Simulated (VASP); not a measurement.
Band structure of ZrSiTe (space group P4/nmm). These are LDA (Ceperley-Alder, Perdew-Zunger) with spin-orbit coupling, VASP's LDA PAW potentials (set 64) (plane waves; VASP) values and carry that method's errors.

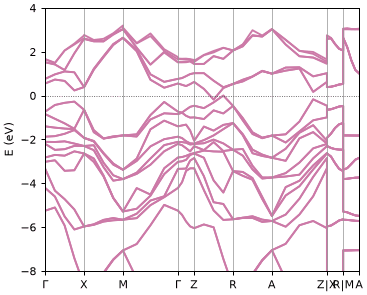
Figure: Bands along high-symmetry lines, zero at the valence-band maximum or, without a gap, the Fermi level

**Question.** Read the plot: is there a gap, and where are the band edges?

**Answer.** It has no gap at this level: it comes out as a metal or semimetal.

The structure comes from a computed database's ZrSiTe entry (P4/nmm); how it stands against other phases isn't given here. It was relaxed first, which changed the volume by -12 %.
